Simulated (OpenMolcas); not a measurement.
# Run report: PI₃ (charge +1), single-point calculation (part 2 of 2)

Continued. System: PI₃ (phosphorus triiodide), charge +1, multiplicity 2. Method: CASPT2/ANO-RCC-VDZ, DKH2 (OpenMolcas 26.06). The geometry is that of the parent species in another charge or spin state. The geometry comes from this level: GFN2-xTB.

Geometry of the input (Å):
```
I  0.7379  0.2585  2.0794
P  0.7035  -0.0475  -0.3422
I  -0.7328  -2.0006  -0.6287
I  -0.7086  1.7896  -1.1085
```

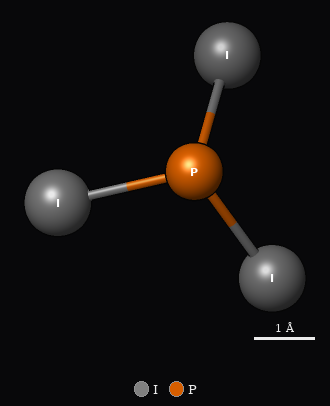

The input geometry (ball-and-stick view, seen on its broad side).

### Output, continued
```
      Average CI energy                          -21673.75406312
      RASSCF energy for state  1                 -21673.75406312
      Super-CI energy                                -0.00000000
      RASSCF energy change                           -0.00000000
      Max change in MO coefficients               3.898E-05
      Max non-diagonal density matrix element     5.065E-05
      Maximum BLB matrix element                  7.424E-06
      (orbital pair  81,  89 in symmetry   1)
      Norm of electronic gradient            2.101E-05
--

      Final state energy(ies):
      ------------------------

::    RASSCF root number  1 Total energy: -21673.75406312
      Von Neumann Entropy (Root   1) =  0.50000

      Mulliken population analysis for root number:  1
      -----------------------------------------------

++    Molecular charges:
      ------------------

      Mulliken charges per centre
      ---------------------------

                I1      P2      I3      I4
      Total   52.7158 14.8525 52.7159 52.7158

      N-E      0.2842  0.1475  0.2841  0.2842

      Total electronic charge=  173.000000

      Total            charge=    1.000000
--

      Expectation values of various properties for root number:  1
      -----------------------------------------------------------

++    Molecular properties:
      ---------------------

      Charge (e):
                      =    1.0000
      Dipole Moment (debye):
      Origin of the operator (angstrom)=   -0.1639    0.0111    0.0797
                   X=  8.0661E-01               Y= -5.3573E-02               Z= -3.9246E-01           Total=  8.9862E-01
      Center of Charge (angstrom)
                     X=    0.00399367               Y=   -0.00008750               Z=   -0.00196220
      Quadrupole Moment (debye*angstrom):
      Origin of the operator (angstrom)=   -0.1639    0.0111    0.0797
                  XX= -8.9388E+01              XY=  3.4073E-01              XZ=  2.4163E+00              YY= -8.4447E+01
                  YZ= -1.6420E-01              ZZ= -8.5593E+01
      In traceless form (debye*angstrom)
                  XX= -4.3677E+00              XY=  5.1110E-01              XZ=  3.6245E+00              YY=  3.0432E+00
                  YZ= -2.4630E-01              ZZ=  1.3245E+00
--

      Mulliken spin population analysis for root number:  1
      ---------------------------------------------------

++    Molecular charges:
      ------------------

      Mulliken spin population per centre
      ---------------------------

                I1      P2      I3      I4
      Total    0.1222  0.6335  0.1221  0.1223

      Total electronic spin=    1.000000
--

      LoProp population analysis for root number:  1
      -----------------------------------------------

++    LoProp analysis:
      ----------------

++    Static properties:
      ------------------

      LoProp Charges per center

                   I1       P2       I3       I4
      Nuclear     53.0000  15.0000  53.0000  53.0000
      Electronic -52.7543 -14.7372 -52.7543 -52.7542

      Total        0.2457   0.2628   0.2457   0.2458
--

      Natural Bond Order analysis for root number:  1

++    Natural Bond Order analysis
      ---------------------------
      Based on LoProp computed density
      -------------------------------------------------------------------------------------
      Atom A       Atom B       Bond Order
      -------------------------------------------------------------------------------------
      NBO located      0.945 non-bonded electrons on atom I1
      NBO located      0.979 non-bonded electrons on atom I1
      NBO located      0.998 non-bonded electrons on atom I1
      NBO located      0.999 non-bonded electrons on atom I1
      NBO located      0.999 non-bonded electrons on atom I1
      NBO located      1.000 non-bonded electrons on atom I1
      NBO located      1.000 non-bonded electrons on atom I1
      NBO located      1.000 non-bonded electrons on atom I1
      NBO located      1.000 non-bonded electrons on atom I1
      NBO located      1.000 non-bonded electrons on atom I1
      NBO located      1.000 non-bonded electrons on atom I1
      NBO located      1.000 non-bonded electrons on atom I1
      NBO located      1.000 non-bonded electrons on atom I1
      NBO located      1.000 non-bonded electrons on atom I1
      NBO located      1.000 non-bonded electrons on atom I1
      NBO located      1.000 non-bonded electrons on atom I1
      NBO located      1.000 non-bonded electrons on atom I1
      NBO located      1.000 non-bonded electrons on atom I1
      NBO located      1.000 non-bonded electrons on atom I1
      NBO located      1.000 non-bonded electrons on atom I1
      NBO located      1.000 non-bonded electrons on atom I1
      NBO located      1.000 non-bonded electrons on atom I1
      NBO located      1.000 non-bonded electrons on atom I1
      NBO located      1.000 non-bonded electrons on atom I1
      NBO located      1.000 non-bonded electrons on atom I1
      NBO located      1.004 non-bonded electrons on atom P2
      NBO located      1.000 non-bonded electrons on atom P2
      NBO located      1.000 non-bonded electrons on atom P2
      NBO located      1.000 non-bonded electrons on atom P2
      NBO located      0.999 non-bonded electrons on atom P2
      NBO located      0.957 non-bonded electrons on atom I3
      NBO located      0.973 non-bonded electrons on atom I3
      NBO located      0.998 non-bonded electrons on atom I3
      NBO located      0.999 non-bonded electrons on atom I3
      NBO located      1.000 non-bonded electrons on atom I3
      NBO located      1.000 non-bonded electrons on atom I3
      NBO located      1.000 non-bonded electrons on atom I3
      NBO located      1.000 non-bonded electrons on atom I3
      NBO located      1.000 non-bonded electrons on atom I3
      NBO located      1.000 non-bonded electrons on atom I3
      NBO located      1.000 non-bonded electrons on atom I3
      NBO located      1.000 non-bonded electrons on atom I3
      NBO located      1.000 non-bonded electrons on atom I3
      NBO located      1.000 non-bonded electrons on atom I3
      NBO located      1.000 non-bonded electrons on atom I3
      NBO located      1.000 non-bonded electrons on atom I3
      NBO located      1.000 non-bonded electrons on atom I3
      NBO located      1.000 non-bonded electrons on atom I3
      NBO located      1.000 non-bonded electrons on atom I3
      NBO located      1.000 non-bonded electrons on atom I3
      NBO located      1.000 non-bonded electrons on atom I3
      NBO located      1.000 non-bonded electrons on atom I3
      NBO located      1.000 non-bonded electrons on atom I3
      NBO located      1.000 non-bonded electrons on atom I3
      NBO located      1.000 non-bonded electrons on atom I3
      NBO located      0.958 non-bonded electrons on atom I4
      NBO located      0.998 non-bonded electrons on atom I4
      NBO located      0.999 non-bonded electrons on atom I4
      NBO located      1.000 non-bonded electrons on atom I4
      NBO located      1.000 non-bonded electrons on atom I4
      NBO located      1.000 non-bonded electrons on atom I4
      NBO located      1.000 non-bonded electrons on atom I4
      NBO located      1.000 non-bonded electrons on atom I4
      NBO located      1.000 non-bonded electrons on atom I4
      NBO located      1.000 non-bonded electrons on atom I4
      NBO located      1.000 non-bonded electrons on atom I4
      NBO located      1.000 non-bonded electrons on atom I4
      NBO located      1.000 non-bonded electrons on atom I4
      NBO located      1.000 non-bonded electrons on atom I4
      NBO located      1.000 non-bonded electrons on atom I4
      NBO located      1.000 non-bonded electrons on atom I4
      NBO located      1.000 non-bonded electrons on atom I4
      NBO located      1.000 non-bonded electrons on atom I4
      NBO located      1.000 non-bonded electrons on atom I4
      NBO located      1.000 non-bonded electrons on atom I4
      NBO located      1.000 non-bonded electrons on atom I4
      NBO located      1.000 non-bonded electrons on atom I4
      NBO located      1.000 non-bonded electrons on atom I4
      NBO located      1.000 non-bonded electrons on atom I4
      The remaining    7.879 electrons are to be considered as diffuse
--

--

      Average orbitals are written to the RASORB file
      Natural orbitals for root   1 are written to the RASORB.1 file
      Spin density orbitals for root   1 are written to the SPDORB.1 file

--- Stop Module: rasscf /rc=_RC_ALL_IS_WELL_ ---
--- Module rasscf spent 13 seconds ---

--- Start Module: caspt2 ---

                                              &CASPT2

                       available to each process: 1.9 GB of memory, 1 thread

++    Wave function specifications:
      -----------------------------

      Number of closed shell electrons          54
      Number of electrons in active shells       1
      Max number of holes in RAS1 space          0
      Max number of electrons in RAS3 space      0
      Number of inactive orbitals               27
      Number of active orbitals                  2
      Number of secondary orbitals              18
      Spin quantum number                      0.5
      State symmetry                             1
      Number of CSFs                             2
      Number of CASSCF root(s) available         1
      CASPT2 state passed to geometry opt.       1
      A file JOBMIX will be created
      This is a CASSCF or RASSCF reference function
--

++    Orbital specifications:
      -----------------------

      Symmetry species                           1
                                                 a
      Frozen orbitals                           59
      Inactive orbitals                         27
      Active orbitals                            2
      Secondary orbitals                        18
      Deleted orbitals                           0
      Number of basis functions                106
--

++    CASPT2 specifications:
      ----------------------

      Type of calculation                        SS-CASPT2
      Fock operator                              state-specific
      IPEA shift                                 0.25
      Real shift                                 0.00
      Imaginary shift                            0.20
      The input orbitals will be transformed to quasi-canonical
--

--------------------------------------------------------------------------------
 Estimated memory requirements:
  POLY3 :                   250056
  RHS:                      388112
  SIGMA :                   379276
  PRPCTL:                        0
 Available workspace:    232489477

++ CASPT2 computation for group   1

********************************************************************************
 Multi-State initialization phase begins for group   1
--------------------------------------------------------------------------------
********************************************************************************
 Compute H0 matrices for state    1
--------------------------------------------------------------------------------
--------------------------------------------------------------------------------
 H0 matrices have been computed.

********************************************************************************
  CASPT2 EQUATION SOLUTION
--------------------------------------------------------------------------------

  Total nr of CASPT2 parameters:
   Before reduction:      168480
   After  reduction:      156510

 Variance of |WF0>:       0.2759222731

 The contributions to the second order correlation energy in atomic units.
-----------------------------------------------------------------------------------------------------------------------------
  IT.      VJTU        VJTI        ATVX        AIVX        VJAI        BVAT        BJAT        BJAI        TOTAL       RNORM
-----------------------------------------------------------------------------------------------------------------------------
   1    -0.002032   -0.012137    0.000000   -0.005567   -0.034362    0.000000   -0.008639   -0.088302   -0.151038    0.004382
   2    -0.002091   -0.012384    0.000000   -0.005619   -0.034546    0.000000   -0.008656   -0.088387   -0.151682    0.000485
   3    -0.002090   -0.012387    0.000000   -0.005620   -0.034548    0.000000   -0.008657   -0.088387   -0.151689    0.000066
   4    -0.002091   -0.012387    0.000000   -0.005619   -0.034544    0.000000   -0.008657   -0.088386   -0.151682    0.000007
-----------------------------------------------------------------------------------------------------------------------------

  FINAL CASPT2 RESULT:

      Reference energy:      -21673.7540631243
      E2 (Non-variational):      -0.1516818215
      Shift correction:          -0.0031899381
      E2 (Variational):          -0.1548717595
      Total energy:          -21673.9089348839
      Residual norm:              0.0000009382
      Reference weight:           0.90838

      Contributions to the CASPT2 correlation energy
      Active & Virtual Only:          0.0000000029
      One Inactive Excited:          -0.0163658348
      Two Inactive Excited:          -0.1353159896

++ Denominators, etc.
--------------------------------------------------------------------------------------------------------------
 Report on small energy denominators, large coefficients, and large energy contributions.
CASE  SYMM ACTIVE-MIX  NON-ACTIVE INDICES          DENOMINATOR     RHS VALUE       COEFFICIENT     CONTRIBUTION
VJTIP    1  Mu1.0002  In1.079 In1.079               1.14659112      0.04662569     -0.04053348     -0.00188990
VJTIM    1  Mu1.0001  In1.081 In1.079               0.90703645      0.02744135     -0.02837580     -0.00077867
VJAIP    1  Mu1.0001  Se1.090 In1.081 In1.080       0.87435384      0.02536295     -0.02738616     -0.00069459
VJAIM    1  Mu1.0002  Se1.090 In1.080 In1.079       1.11348788      0.04138502     -0.03548403     -0.00146851
VJAIM    1  Mu1.0001  Se1.090 In1.081 In1.080       0.87435384     -0.03314957      0.03579032     -0.00118643
BJATP    1  Mu1.0001  In1.080 Se1.090 Se1.089       0.90364103     -0.02438365      0.02605091     -0.00063522
BJAIP    1  Se1.089 In1.079 Se1.089 In1.079         1.03526283      0.03007137     -0.02756939     -0.00082905
BJAIP    1  Se1.089 In1.079 Se1.090 In1.080         1.05795156     -0.02974219      0.02687825     -0.00079942
BJAIP    1  Se1.090 In1.080 Se1.090 In1.080         1.08064029      0.05082586     -0.04547582     -0.00231135
BJAIM    1  Se1.089 In1.079 Se1.089 In1.080         1.05795156     -0.03386730      0.03019380     -0.00102258
--

   (Skipping property calculation,
    use PROP keyword to activate)
--

  Total CASPT2 energies:
::    CASPT2 Root  1     Total energy: -21673.90893488

  A NEW JOBIPH FILE NAMED 'JOBMIX' IS PREPARED.
********************************************************************************
--- Stop Module: caspt2 /rc=_RC_ALL_IS_WELL_ ---
--- Module caspt2 spent 2 seconds ---

.##################.
.# Happy landing! #.
.##################.

    Timing: Wall=30.03 User=28.11 System=1.90
```

### Key numbers

| quantity | value |
| --- | --- |
| outcome | converged |
| total energy | −21673.908935 hartree |
| CASSCF energy | −21673.754063 hartree |
| basis functions | 106 |
| wall time | 30 s |
| peak memory | 0.36 GiB |
